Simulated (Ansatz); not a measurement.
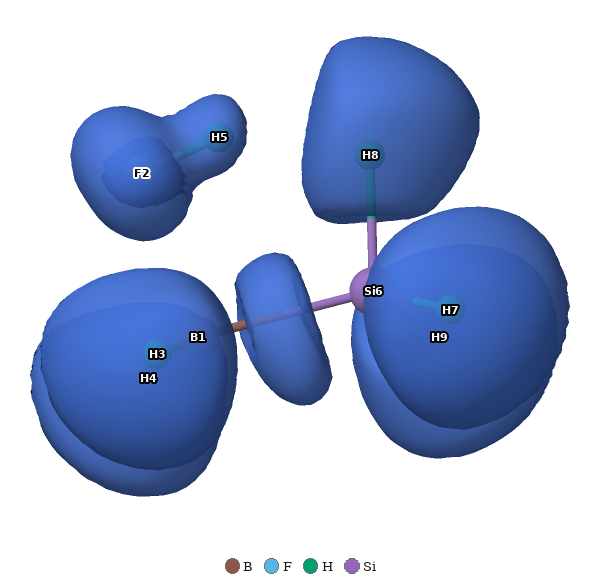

Figure. BH5Si···HF. Isosurface of the electron localisation function at 0.75 (blue), seen across its widest extent. Only the valence region is drawn (cores and ρ < 0.01 e/Å³ removed).

The product side of a reaction path; geometry: PBE0-D4/def2-TZVP.

Theory: RKS PBE0-D4/def2-TZVPP in Ansatz.

The calculation's input:

```
crystal:
  periodic: [false, false, false]
  atoms:
    - {symbol: B, position_ang: [0.189366, -0.271508, -1.079017]}
    - {symbol: F, position_ang: [-1.662882, -0.635188, -0.624208]}
    - {symbol: H, position_ang: [0.493355, -1.386131, -1.380418]}
    - {symbol: H, position_ang: [-0.020208, 0.516921, -1.950819]}
    - {symbol: H, position_ang: [-1.610490, -0.354532, 0.274333]}
    - {symbol: Si, position_ang: [0.647928, 0.406424, 0.771904]}
    - {symbol: H, position_ang: [1.620632, -0.394715, 1.561845]}
    - {symbol: H, position_ang: [-0.667299, 0.274717, 1.532838]}
    - {symbol: H, position_ang: [1.009596, 1.843913, 0.893542]}
basis:
  gaussian: {orbitals: def2-TZVPP}
hamiltonian: {xc: pbe0, dispersion: d4}
output: {orbitals: {seedname: orbitals}}
```

Command:

```sh
ansatz run in.yaml --threads 2 --pin off --events-out ev --progress --plain --max-ram 4352MiB
```

### What do the ELF domains correspond to?

The ELF exceeds this value in one region between bonded B–Si atoms (shared pairs), five regions around hydrogen nuclei and one joined region spread over several atoms (F, H), in which their bonds and any lone pairs are merged.

Values along the shortest contacts:
B1···F2 (1.94 Å): the ELF peaks at about 0.90 in the valence shell of F, 0.5 Å from its nucleus, and is about 0.40 at the midpoint. Si–B (2.02 Å): the ELF peaks at about 1 between the atoms: localised, covalent bonding.
